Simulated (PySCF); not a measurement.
# HN2 (dinitrogen monohydride): RPA@PBE/STO-3G

What is the vertical ionisation energy of HN2 (dinitrogen monohydride) at RPA@PBE/STO-3G? Input form: a Python script.

Program for the calculation: PySCF 2.14.0.

## Step 1: The structure to begin with

HN2 has 3 atoms, charge 0, and is taken as a doublet. SMILES: `[N]=N`. The coordinates come from a GFN2-xTB relaxation.

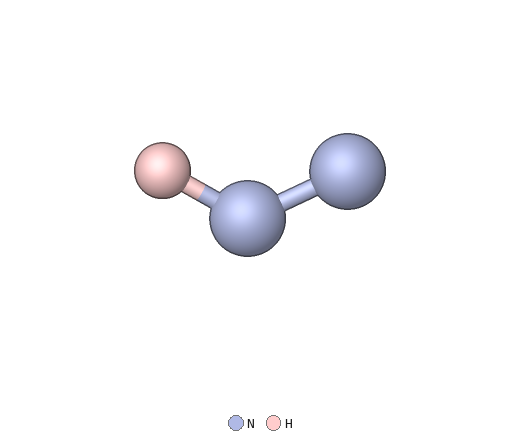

Viewed from a chosen angle; nitrogen light blue, hydrogen pink.

## Step 2: The energy at RPA@PBE/STO-3G

Input file input.py:

```python
from pyscf import gto, dft
from pyscf.gw.urpa import URPA

mol = gto.Mole()
mol.atom = 'N 0.715210 -0.640440 0.325220; N -0.243160 -0.185380 -0.152740; H -0.472040 0.825820 -0.172480'
mol.max_memory = 1860
mol.basis = 'sto-3g'
mol.charge = 0
mol.spin = 1
mol.verbose = 3
mol.build()

myscf = dft.UKS(mol, xc='pbe')
myscf.conv_tol = 1e-10
myscf.grids.level = 5
myscf.kernel()
if not myscf.converged:
    myscf = myscf.newton().run(myscf.mo_coeff, myscf.mo_occ)

rpa = URPA(myscf, frozen=2)
rpa.kernel()
e_exx = myscf.to_hf().energy_tot(myscf.make_rdm1())
etot = e_exx + rpa.e_corr
print('Final energy', etot)
```

Run with:

```
$ OMP_NUM_THREADS=1 python input.py
```

Standard output:

```text
converged SCF energy = -108.430601436726  <S^2> = 0.75128765  2S+1 = 2.0012872
E(URPA) = -108.177983929033  E_corr = -0.20521166934747  E_hf = -107.972772259685
Final energy -108.17438597870209
```

Run time: 2.4 s. Hardware: 1 thread of Arm Neoverse V1, shared host; peak memory 0.17 GiB.

## Step 3: The singlet cation

Input file mol.xyz:

```xyz
3

N      0.715210    -0.640440     0.325220
N     -0.243160    -0.185380    -0.152740
H     -0.472040     0.825820    -0.172480
```

Input file calc.py:

```python
from pyscf import gto, dft
from pyscf.gw.rpa import RPA

mol = gto.M(
    atom='mol.xyz',
    verbose=4,
    max_memory=1860,
    basis='sto-3g',
    charge=1,
    spin=0,
)

mf = dft.RKS(mol)
mf.xc = 'pbe'
mf.conv_tol = 1e-10
mf.grids.level = 5
mf.kernel()
if not mf.converged:
    mf = mf.newton().run(mf.mo_coeff, mf.mo_occ)

rpa = RPA(mf, frozen=2)
rpa.kernel()
e_exx = mf.to_hf().energy_tot(mf.make_rdm1())
energy = e_exx + rpa.e_corr
print('E(%s) = %.9f' % ('PBE', energy))
```

Run with:

```
$ OMP_NUM_THREADS=1 python calc.py
```

Standard output:

```text
PySCF version 2.14.0

[INPUT] num. atoms = 3
[INPUT] num. electrons = 14
[INPUT] charge = 1
[INPUT] spin (= nelec alpha-beta = 2S) = 0
[INPUT] symmetry False subgroup None
[INPUT] Mole.unit = angstrom
[INPUT] Symbol           X                Y                Z      unit          X                Y                Z       unit  Magmom
[INPUT]  1 N      0.715210000000  -0.640440000000   0.325220000000 AA    1.351551021550  -1.210256199216   0.614576730231 Bohr   0.0
[INPUT]  2 N     -0.243160000000  -0.185380000000  -0.152740000000 AA   -0.459505804449  -0.350317428972  -0.288636768266 Bohr   0.0
[INPUT]  3 H     -0.472040000000   0.825820000000  -0.172480000000 AA   -0.892026319840   1.560573628188  -0.325939961965 Bohr   0.0

nuclear repulsion = 27.7543700857254
number of shells = 7
number of NR pGTOs = 33
number of NR cGTOs = 11
basis = sto-3g
ecp = {}

[... 52 lines left out ...]
converged SCF energy = -108.139018471288
[... 1 line left out ...]
******** <class 'pyscf.gw.rpa.RPA'> ********
method = RPA
nocc = 5  nmo = 9
frozen orbitals = 2
mem_avail = 1690.33  mem_blk = 0.00  auxlen = 110

******** <class 'pyscf.df.df.DF'> ********
auxbasis = auxmol.basis = {'H': 'def2-svp-ri', 'N': 'def2-svp-ri'}
Lowest orbital energy difference:  2.1799e-01
E(RPA) = -107.949127331827  E_corr = -0.261180606017353  E_hf = -107.687946725809
E(PBE) = -107.945315569
```

Run time: 1.5 s. Hardware: 1 thread of Arm Neoverse V1, shared host; peak memory 0.16 GiB.

## Step 4: Outcome

At RPA@PBE/STO-3G, 2 core orbitals frozen:

| quantity | value |
| --- | --- |
| doublet HN2: total energy | -108.17439 Eh |
| doublet HN2: dipole moment (PBE Kohn–Sham density) | 1.90 D |
| doublet HN2: HOMO energy (PBE Kohn–Sham orbitals) (highest over α and β) | -1.69 eV |
| doublet HN2: LUMO energy (PBE Kohn–Sham orbitals) (lowest over α and β) | 0.17 eV |
| doublet HN2: RPA correlation energy (valence) | -205.2 mEh |
| doublet HN2: ⟨S²⟩ | 0.751 |
| singlet cation: total energy | -107.94532 Eh |
| singlet cation: HOMO energy (PBE Kohn–Sham orbitals) | -20.05 eV |
| singlet cation: LUMO energy (PBE Kohn–Sham orbitals) | -14.12 eV |
| singlet cation: HOMO–LUMO gap (PBE Kohn–Sham orbitals) | 5.93 eV |
| singlet cation: RPA correlation energy (valence) | -261.2 mEh |
| vertical ionisation energy (to the singlet cation) | 6.233 eV |

In words: Removing an electron at fixed nuclei costs 6.23 eV (144 kcal/mol). Mulliken charges (singlet cation) of the mean-field density run from +0.12 on N2 to +0.48 on H3.
